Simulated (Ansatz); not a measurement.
# The perfect SiC wire along [111], 14 atoms a period, H-terminated

What gap, if any, does the SiC wire along [111], 14 atoms a period, H-terminated have, and how does it change with the functional?

Calculated with Ansatz 0.2.0; DFT PBE, plane waves, PAW; relaxation of a wire's period; PAW set soft_1, in the first sound run; inputs show where later runs differ.

### Step 1. Set-up

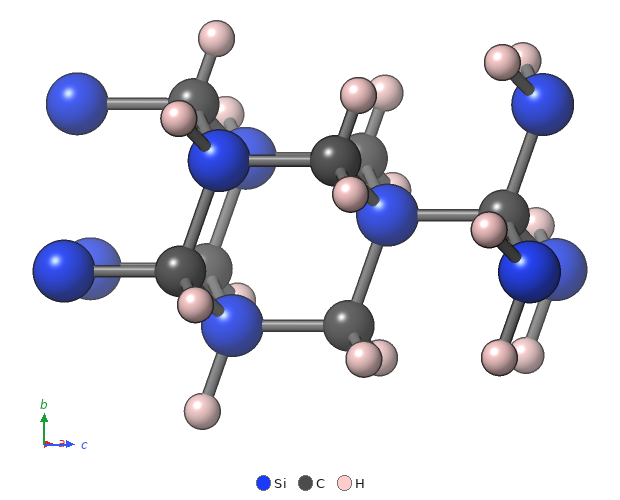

Start, viewed from the side, with the c axis across the page; silicon blue, carbon dark grey, hydrogen pink. Some periodic images of atoms are drawn too.

The cell holds 32 atoms: 7 Si, 7 C and 18 H. Cell: a = 12.298 Å, b = 12.818 Å, c = 7.586 Å, α = 90.0°, β = 90.0°, γ = 90.0°. Vacuum lies along a and b. The structure's axis is c.

### Step 2. Relaxing the period

Band widths follow the bond lengths, so the wire is relaxed first. The atoms and the third cell vector are free; the box across stays fixed as vacuum. A Fermi-Dirac smearing is set since the result may be a metal. The pressure printed is a third of the stress's trace over the whole box, vacuum included; only the stress along the axis is relaxed.

input.yaml reads:

```yaml
crystal:
  lattice:
    - [12.298, 0.0, 0.0]
    - [0.0, 12.818, 0.0]
    - [0.0, 0.0, 7.5863825372]
  atoms:
    - { symbol: Si, position: [0.374064886, 0.44312631, 0.0] }
    - { symbol: Si, position: [0.625904836, 0.44312631, 0.0] }
    - { symbol: C, position: [0.374064886, 0.44312631, 0.25] }
    - { symbol: C, position: [0.499984861, 0.652378243, 0.25] }
    - { symbol: C, position: [0.625904836, 0.44312631, 0.25] }
    - { symbol: H, position: [0.276467718, 0.636689437, 0.26874392] }
    - { symbol: H, position: [0.499984861, 0.265251989, 0.26874392] }
    - { symbol: H, position: [0.723502004, 0.636689437, 0.26874392] }
    - { symbol: H, position: [0.299705139, 0.401936338, 0.299210982] }
    - { symbol: H, position: [0.499984861, 0.734758187, 0.299210982] }
    - { symbol: H, position: [0.700264583, 0.401936338, 0.299210982] }
    - { symbol: Si, position: [0.374064886, 0.582627599, 0.333333333] }
    - { symbol: Si, position: [0.499984861, 0.373375666, 0.333333333] }
    - { symbol: Si, position: [0.625904836, 0.582627599, 0.333333333] }
    - { symbol: C, position: [0.374064886, 0.582627599, 0.583333333] }
    - { symbol: C, position: [0.499984861, 0.373375666, 0.583333333] }
    - { symbol: C, position: [0.625904836, 0.582627599, 0.583333333] }
    - { symbol: H, position: [0.299705139, 0.541437626, 0.632544315] }
    - { symbol: H, position: [0.374064886, 0.665007543, 0.632544315] }
    - { symbol: H, position: [0.425625114, 0.332185694, 0.632544315] }
    - { symbol: H, position: [0.574344609, 0.332185694, 0.632544315] }
    - { symbol: H, position: [0.625904836, 0.665007543, 0.632544315] }
    - { symbol: H, position: [0.700264583, 0.541437626, 0.632544315] }
    - { symbol: Si, position: [0.499984861, 0.512876955, 0.666666667] }
    - { symbol: C, position: [0.499984861, 0.512876955, 0.916666667] }
    - { symbol: H, position: [0.276467718, 0.497188149, 0.935410586] }
    - { symbol: H, position: [0.374064886, 0.335002633, 0.935410586] }
    - { symbol: H, position: [0.402387693, 0.706440081, 0.935410586] }
    - { symbol: H, position: [0.597582029, 0.706440081, 0.935410586] }
    - { symbol: H, position: [0.625904836, 0.335002633, 0.935410586] }
    - { symbol: H, position: [0.723502004, 0.497188149, 0.935410586] }
    - { symbol: Si, position: [0.499984861, 0.652378243, 0.0] }
kpoints:
  mp_grid: { grid: [1, 1, 11] }
scf:
  occupations: { method: fermi_dirac, width: 0.05 }
hamiltonian:
  xc: pbe
  pseudopotentials: { kind: paw, azcp: { folder: soft_1 } }
relax:
  cell: { fix: [a, b, alpha, beta, gamma] }
  max_steps: 45
  f_tol: 0.03
```

On the command line:

```sh
$ ansatz run input.yaml --threads 4 --pin off --max-ram 16384MiB --backend cpu --events-out ev --progress --plain --runs-dir out
```

Numbers of over 12 decimals in the logs are rounded to 6 here.

Output:

```text
Engine: ansatz 0.2.0, aarch64-unknown-linux-gnu
Pseudopotentials: kind: paw
Pseudopotential: Si, paw, valence charge 4, recommended cutoff 420 eV (normal), soft_1/Si.paw.azcp
Pseudopotential: C, paw, valence charge 4, recommended cutoff 420 eV (normal), soft_1/C.paw.azcp
Pseudopotential: H, paw, valence charge 1, recommended cutoff 420 eV (normal), soft_1/H.paw.azcp
Functional definition: PBE
  parameter kappa = 0.804
  parameter beta = 0.066725
  exchange = pbe_x(kappa = kappa, mu = beta*pi^2/3)
  correlation = pbe_c(beta = beta)
Crystal: 32 atoms, lattice volume = 1195.885 Å³
Basis set: ecut = 420 eV, 23367 PW (Γ), exchange–correlation on 180×180×108 points (8 copies of the dense FFT grid, shifted against one another)
Bands: 69, of which v1, the nominal top of the filled ones, is band 37 counted from 1 (36 counted from 0)
Symmetry: 2 space group operations
Space group: Pm (ITA 6), of the structure as read, at distance tolerance 1.1e-4 Å
k-points: 6 of 11 (time reversal used)
Non-local potential: Si, projectors of the file, l = 0: 2, l = 1: 2, l = 2: 1
Non-local potential: C, projectors of the file, l = 0: 2, l = 1: 2, l = 2: 1
Non-local potential: H, projectors of the file, l = 0: 2, l = 1: 1
PAW form: soft (Blöchl's): semilocal exchange-correlation on the pseudo side does not see the compensation charge
PAW one-centre angular grid: Si, 110 points (default); XC on 64 Gauss nodes
PAW one-centre angular grid: C, 110 points (default); XC on 64 Gauss nodes
PAW one-centre angular grid: H, 110 points (default); XC on 64 Gauss nodes
Initial density: superposition of atomic densities (neutral atoms: chi_scale 0, normalization atom)
Initial wavefunctions: pseudopotential atomic-orbital guess
Functional: x = pbe(κ = 0.804, μ = 0.219515), c = pbe(β = 0.066725)
SCF iter   1: F=—  HF=-6515.858115 eV  |F-HF|=—  |Δ(HF+E_count)|=         —  Δρ=6.31e-2  dr2=5.99e1  ethr=3.10e-3  ⟨swp⟩=9.2  Hψ=2582  notcnv=0  defer=70
preconditioner: auto → Resta (q_TF=auto, 1.716 Å⁻¹)  ε∞=1.5  [insulator: Δε(μ)=6.666 eV  Ē_g=13.428 eV  σ=0.050 eV  W_gap=1.00  n_scr=92 (ndim 8)  ℏωp=9.2 eV  f_vac=0.613  D(μ)=0.00/eV (n_scr^D=0)  ε∞_Penn≈1.5  vacuum switching on, ρ_ref=1.3e-2 e/Å³]
SCF iter   2: F=—  HF=-6498.292102 eV  |F-HF|=—  |Δ(HF+E_count)|=    1.76e1  Δρ=2.59e-2  dr2=5.62e0  ethr=3.10e-3  ⟨swp⟩=4.3  Hψ=992  notcnv=0  defer=162
SCF iter   3: F=—  HF=-6496.882786 eV  |F-HF|=—  |Δ(HF+E_count)|=    1.41e0  Δρ=9.61e-3  dr2=9.75e-1  ethr=3.10e-3  ⟨swp⟩=2.0  Hψ=660  notcnv=0  defer=162
SCF iter   4: F=—  HF=-6496.654707 eV  |F-HF|=—  |Δ(HF+E_count)|=   2.28e-1  Δρ=1.94e-3  dr2=7.35e-2  ethr=1.32e-3  ⟨swp⟩=5.0  Hψ=480  notcnv=0  defer=165
SCF iter   5: F=—  HF=-6496.638954 eV  |F-HF|=—  |Δ(HF+E_count)|=   1.58e-2  Δρ=7.24e-4  dr2=3.97e-3  ethr=9.93e-5  ⟨swp⟩=3.8  Hψ=637  notcnv=0  defer=156
SCF iter   6: F=—  HF=-6496.640385 eV  |F-HF|=—  |Δ(HF+E_count)|=   1.43e-3  Δρ=2.63e-4  dr2=1.23e-3  ethr=5.37e-6  ⟨swp⟩=2.0  Hψ=611  notcnv=0  defer=156
SCF iter   7: F=—  HF=-6496.640251 eV  |F-HF|=—  |Δ(HF+E_count)|=   1.34e-4  Δρ=5.70e-5  dr2=5.29e-5  ethr=1.66e-6  ⟨swp⟩=2.0  Hψ=465  notcnv=0  defer=156
SCF iter   8: F=—  HF=-6496.640394 eV  |F-HF|=—  |Δ(HF+E_count)|=   1.43e-4  Δρ=2.60e-5  dr2=1.43e-5  ethr=7.15e-8  ⟨swp⟩=2.0  Hψ=480  notcnv=0  defer=156
SCF iter   9: F=—  HF=-6496.640392 eV  |F-HF|=—  |Δ(HF+E_count)|=   2.24e-6  Δρ=9.04e-6  dr2=2.21e-6  ethr=1.94e-8  ⟨swp⟩=2.2  Hψ=442  notcnv=0  defer=156
SCF iter  10: F=-6496.640392 eV  HF=-6496.640392 eV  |F-HF|=2.51e-9  |Δ(HF+E_count)|=   3.73e-7  Δρ=1.76e-6  dr2=4.65e-8  ethr=1.35e-10  ⟨swp⟩=4.0  Hψ=1529  notcnv=0
SCF 1 converged in 10 iterations: F = -6496.640392 eV  dr2 = 4.65e-8
  greatest PAW one-centre occupation: 0.646 electrons in one spin orbital (limit 2), on the C atom at site 15 (counted from 0), in its partial waves of l = 0
relax step   1: F+E_penalty+E_count = -6496.64039165 eV  Δ(F+E_penalty+E_count) = +0.000e0 eV  max|allowed force component| = 6.554e-1 eV/Å  Δτ_max = 0.0000 Å  P = +0.016 GPa  Ω = 1195.885 Å³  fix = [a, b, alpha, beta, gamma]  reactions: a -0.136, b -0.137 GPa; alpha -0.001 GPa/rad  (10 SCF iters, dr2 threshold 1.00e-7 eV, accepted)
Crystal: 32 atoms, lattice volume = 1219.851 Å³
Basis set: ecut = 420 eV, 23823 PW (Γ), exchange–correlation on 180×180×108 points (8 copies of the dense FFT grid, shifted against one another)
Initial density: handed on by an earlier stage of this run
Initial wavefunctions: those handed on with the density
iter 1 solved again at ethr=2.61e-4 eV; its pass at ethr=3.10e-3 eV (dr2=1.93e-1 eV) is discarded
SCF iter   1: F=—  HF=-6496.898640 eV  |F-HF|=—  |Δ(HF+E_count)|=         —  Δρ=4.66e-3  dr2=2.14e-1  ethr=2.61e-4  ⟨swp⟩=5.8  Hψ=2557  notcnv=0
preconditioner: auto → Resta (q_TF=auto, 1.710 Å⁻¹)  ε∞=1.6  [insulator: Δε(μ)=4.835 eV  Ē_g=11.439 eV  σ=0.050 eV  W_gap=1.00  n_scr=100 (ndim 8)  ℏωp=9.1 eV  f_vac=0.680  D(μ)=0.00/eV (n_scr^D=0)  ε∞_Penn≈1.6  vacuum switching on, ρ_ref=9.5e-3 e/Å³]
SCF iter   2: F=—  HF=-6496.858016 eV  |F-HF|=—  |Δ(HF+E_count)|=   4.06e-2  Δρ=1.95e-3  dr2=2.95e-2  ethr=2.61e-4  ⟨swp⟩=4.0  Hψ=965  notcnv=0
SCF iter   3: F=—  HF=-6496.856031 eV  |F-HF|=—  |Δ(HF+E_count)|=   1.98e-3  Δρ=9.20e-4  dr2=5.51e-3  ethr=3.98e-5  ⟨swp⟩=2.2  Hψ=609  notcnv=0
SCF iter   4: F=—  HF=-6496.856322 eV  |F-HF|=—  |Δ(HF+E_count)|=   2.92e-4  Δρ=1.78e-4  dr2=3.84e-4  ethr=7.45e-6  ⟨swp⟩=2.5  Hψ=726  notcnv=0
SCF iter   5: F=—  HF=-6496.856353 eV  |F-HF|=—  |Δ(HF+E_count)|=   3.08e-5  Δρ=5.17e-5  dr2=3.79e-5  ethr=5.18e-7  ⟨swp⟩=2.0  Hψ=609  notcnv=0
SCF iter   6: F=—  HF=-6496.856355 eV  |F-HF|=—  |Δ(HF+E_count)|=   1.48e-6  Δρ=1.69e-5  dr2=3.49e-6  ethr=5.12e-8  ⟨swp⟩=2.0  Hψ=627  notcnv=0
SCF iter   7: F=-6496.856355 eV  HF=-6496.856355 eV  |F-HF|=1.61e-7  |Δ(HF+E_count)|=   5.92e-7  Δρ=4.54e-6  dr2=1.82e-7  ethr=4.32e-9  ⟨swp⟩=5.0  Hψ=1190  notcnv=0
SCF 2 converged in 7 iterations: F = -6496.856355 eV  dr2 = 1.82e-7
  greatest PAW one-centre occupation: 0.649 electrons in one spin orbital (limit 2), on the C atom at site 15 (counted from 0), in its partial waves of l = 0
relax step   2: F+E_penalty+E_count = -6496.85635527 eV  Δ(F+E_penalty+E_count) = -2.160e-1 eV  max|allowed force component| = 4.165e-1 eV/Å  Δτ_max = 0.0516 Å  P = -0.025 GPa  Ω = 1219.851 Å³  energy of the carried Pulay correction = -6.218e-3 eV  fix = [a, b, alpha, beta, gamma]  reactions: a +0.041, b +0.042 GPa; alpha -0.002 GPa/rad  (7 SCF iters, dr2 threshold 3.20e-6 eV, accepted)
Crystal: 32 atoms, lattice volume = 1220.623 Å³
[...]
Initial wavefunctions: pseudopotential atomic-orbital guess (no wavefunctions were taken with the density)
iter 1 solved again at ethr=5.56e-7 eV; its pass at ethr=3.10e-3 eV (dr2=4.11e-4 eV) is discarded
SCF iter   1: F=—  HF=-6496.876842 eV  |F-HF|=—  |Δ(HF+E_count)|=         —  Δρ=1.21e-4  dr2=5.81e-6  ethr=5.56e-7  ⟨swp⟩=7.2  Hψ=4126  notcnv=0
preconditioner: auto → Resta (q_TF=auto, 1.710 Å⁻¹)  ε∞=1.6  [insulator: Δε(μ)=4.866 eV  Ē_g=11.437 eV  σ=0.050 eV  W_gap=1.00  n_scr=100 (ndim 8)  ℏωp=9.1 eV  f_vac=0.675  D(μ)=0.00/eV (n_scr^D=0)  ε∞_Penn≈1.6  vacuum switching on, ρ_ref=9.5e-3 e/Å³]
SCF iter   2: F=—  HF=-6496.885304 eV  |F-HF|=—  |Δ(HF+E_count)|=   8.46e-3  Δρ=6.08e-5  dr2=1.43e-6  ethr=7.85e-9  ⟨swp⟩=2.8  Hψ=837  notcnv=0  defer=1
SCF iter   3: F=—  HF=-6496.889540 eV  |F-HF|=—  |Δ(HF+E_count)|=   4.24e-3  Δρ=5.84e-6  dr2=2.11e-7  ethr=1.93e-9  ⟨swp⟩=3.8  Hψ=1121  notcnv=0  defer=12
SCF iter   4: F=—  HF=-6496.889615 eV  |F-HF|=—  |Δ(HF+E_count)|=   7.46e-5  Δρ=1.06e-6  dr2=2.17e-8  ethr=2.85e-10  ⟨swp⟩=2.0  Hψ=626  notcnv=0  defer=12
SCF iter   5: F=—  HF=-6496.889618 eV  |F-HF|=—  |Δ(HF+E_count)|=   2.90e-6  Δρ=5.30e-7  dr2=5.28e-9  ethr=2.93e-11  ⟨swp⟩=2.0  Hψ=524  notcnv=0  defer=12
SCF iter   6: F=—  HF=-6496.889618 eV  |F-HF|=—  |Δ(HF+E_count)|=   5.26e-7  Δρ=1.81e-7  dr2=5.35e-10  ethr=7.13e-12  ⟨swp⟩=2.0  Hψ=544  notcnv=0  defer=12
SCF iter   7: F=-6496.889618 eV  HF=-6496.889618 eV  |F-HF|=5.43e-10  |Δ(HF+E_count)|=   9.49e-9  Δρ=4.91e-8  dr2=4.96e-11  ethr=1.00e-12  ⟨swp⟩=5.0  Hψ=1233  notcnv=0
SCF 5 converged in 7 iterations: F = -6496.889618 eV  dr2 = 4.96e-11
relax step   5: F+E_penalty+E_count = -6496.88961810 eV  Δ(F+E_penalty+E_count) = -7.636e-3 eV  max|allowed force component| = 2.852e-2 eV/Å  Δτ_max = 0.0000 Å  P = -0.004 GPa  Ω = 1219.716 Å³  fix = [a, b, alpha, beta, gamma]  reactions: a -0.013, b -0.016 GPa; alpha -0.000 GPa/rad  stress off target by 1.56e-2 GPa on what of the cell is left free  SCF on the basis re-selected at this cell (its energy is not comparable with the rows above)  (7 SCF iters)
basis re-selected at this cell: Δ(F+E_penalty+E_count) = -7.636e-3 eV, ΔP = +0.008 GPa vs the last step (what re-selecting the basis moved, of the pressure what is left beyond the Pulay correction that the steps carried, after the strain that the cell walked since its last selection, with what the two solves' SCF thresholds leave and, on support functions, any second-order correction that the steps lacked; it is no m [...]
SCF converged after 7 iterations
Free energy (F): -6496.889618 eV
Harris-Foulkes:  -6496.889618 eV  (|F-HF|=5.43e-10)
Internal energy: -6496.889618 eV  (E = F + TS)
E sigma→0 (E₀):  -6496.889618 eV
Fermi energy:    -1.767365 eV
--- Per-component energies (eV) ---
  E_band       = -641.846851
  E_kinetic    = 1159.882015
  E_local      = -11305.457960  (includes V_loc(G=0)·N_el)
  E_nonlocal   = 329.620905
  E_hartree    = 5104.377781
  E_xc         = -890.710190
  E_vxc        = -954.084007  (∫ρ·V_xc dr)
  E_paw        = -4293.334828  (= ΣΔE_a)
  E_vpaw       = -80.545913  (= ΣTr[D̂ρ^β])
  E_aug_tail   = -0.018037  (compensation charges beyond the density's cutoff)
  E_ewald      = 3398.750695
  E_smearing   = -0.000000  (= −TS)
  E_closure    = -0.000000  (closes the sum)
  Σ components = -6496.889618   (vs F -6496.889618, Δ=0.00e0)
--- Forces (eV/Å), atoms counted from 1 ---
  atom   1  Si    -0.00096461    -0.00049564    -0.00502061
  atom   2  Si     0.00096461    -0.00049564    -0.00502061
  atom   3  C      0.00738080     0.00362909    -0.00142489
  atom   4  C      0.00000000    -0.00838924    -0.00134038
  atom   5  C     -0.00738080     0.00362909    -0.00142489
  atom   6  H      0.00551994    -0.00325647     0.00147858
  atom   7  H      0.00000000     0.00635808     0.00147455
  atom   8  H     -0.00551994    -0.00325647     0.00147858
  atom   9  H      0.00133390     0.00093396    -0.00399326
  atom  10  H      0.00000000    -0.00160122    -0.00399885
  atom  11  H     -0.00133390     0.00093396    -0.00399326
  atom  12  Si    -0.00283320     0.00202532     0.00310108
  atom  13  Si     0.00000000    -0.00300582     0.00302480
  atom  14  Si     0.00283320     0.00202532     0.00310108
  atom  15  C      0.02323021    -0.01348009     0.01569338
  atom  16  C      0.00000000     0.02658266     0.01539750
  atom  17  C     -0.02323021    -0.01348009     0.01569338
  atom  18  H     -0.00424681    -0.00312732    -0.00189143
  atom  19  H      0.00063763     0.00526668    -0.00191330
  atom  20  H     -0.00487155    -0.00204603    -0.00184360
  atom  21  H      0.00487155    -0.00204603    -0.00184360
  atom  22  H     -0.00063763     0.00526668    -0.00191330
  atom  23  H      0.00424681    -0.00312732    -0.00189143
  atom  24  Si     0.00000000     0.00027838    -0.02851906
  atom  25  C      0.00000000    -0.00055090     0.01075084
  atom  26  H      0.00342009    -0.00291177    -0.00004434
  atom  27  H     -0.00075382     0.00437211    -0.00004595
  atom  28  H      0.00418302    -0.00157156    -0.00004518
  atom  29  H     -0.00418302    -0.00157156    -0.00004518
  atom  30  H      0.00075382     0.00437211    -0.00004595
  atom  31  H     -0.00342009    -0.00291177    -0.00004434
  atom  32  Si     0.00000000     0.00164922    -0.00488407
  max |Σ_I F_I| component: 6.28e-6 eV/Å
--- Stress (GPa, compression-positive) ---
       -0.012591       0.000000       0.000000
        0.000000      -0.016101       0.000254
        0.000000       0.000251       0.015644
  P = ⅓ Tr σ = -0.0043 GPa (-0.043 kbar)
--- Relaxed structure (4 steps of the walk, 4 accepted, 1 SCFs on fresh bases) ---
  F+E_penalty+E_count = -6496.88961810 eV   max|allowed force component| = 2.852e-2 eV/Å   (the final SCF, on the basis selected at the relaxed cell)
  cell:  # Å, volume = 1219.7160 Å³
    - [12.298, 0.0, 0.0]
    - [0.0, 12.818, 0]
    - [0.0, 0, 7.737559]
  atoms:
    - { symbol: Si, position: [0.375381, 0.443856, 0.00532847] }
    - { symbol: Si, position: [0.624589, 0.443856, 0.00532847] }
    - { symbol: C, position: [0.376614, 0.444534, 0.248812] }
    - { symbol: C, position: [0.499985, 0.649561, 0.248802] }
    - { symbol: C, position: [0.623356, 0.444534, 0.248812] }
    - { symbol: H, position: [0.274402, 0.637794, 0.272051] }
    - { symbol: H, position: [0.499985, 0.262973, 0.272117] }
    - { symbol: H, position: [0.725568, 0.637794, 0.272051] }
    - { symbol: H, position: [0.302709, 0.403611, 0.293262] }
    - { symbol: H, position: [0.499985, 0.731438, 0.293221] }
    - { symbol: H, position: [0.697260, 0.403611, 0.293262] }
    - { symbol: Si, position: [0.374349, 0.582491, 0.335974] }
    - { symbol: Si, position: [0.499985, 0.373708, 0.335994] }
    - { symbol: Si, position: [0.625621, 0.582491, 0.335974] }
    - { symbol: C, position: [0.376079, 0.581515, 0.579556] }
    - { symbol: C, position: [0.499985, 0.375613, 0.579572] }
    - { symbol: C, position: [0.623890, 0.581515, 0.579556] }
    - { symbol: H, position: [0.301388, 0.543481, 0.626564] }
    - { symbol: H, position: [0.373071, 0.662595, 0.626551] }
    - { symbol: H, position: [0.428300, 0.332586, 0.626595] }
    - { symbol: H, position: [0.571669, 0.332586, 0.626595] }
    - { symbol: H, position: [0.626898, 0.662595, 0.626551] }
    - { symbol: H, position: [0.698582, 0.543481, 0.626564] }
    - { symbol: Si, position: [0.499985, 0.512897, 0.669871] }
    - { symbol: C, position: [0.499985, 0.512871, 0.916952] }
    - { symbol: H, position: [0.274328, 0.496502, 0.940617] }
    - { symbol: H, position: [0.372408, 0.333550, 0.940639] }
    - { symbol: H, position: [0.401902, 0.708514, 0.940589] }
    - { symbol: H, position: [0.598068, 0.708514, 0.940589] }
    - { symbol: H, position: [0.627562, 0.333550, 0.940639] }
    - { symbol: H, position: [0.725642, 0.496502, 0.940617] }
    - { symbol: Si, position: [0.499985, 0.650943, 0.00532115] }
```

Elapsed: 63 s, on 4 threads of Arm Neoverse V1, shared host; peak memory 2 GiB.

[end of part 1 of 2]

[Logs are printed without paths, hosts, clocks, repeated set-up lines and the standing remarks that a program may print on its own settings, such as how far it seeks lower states.]

[Hosts, paths, dates, database ids (printed as entryN), source tags and the programs' standing remarks are cut or masked in the printed files.]
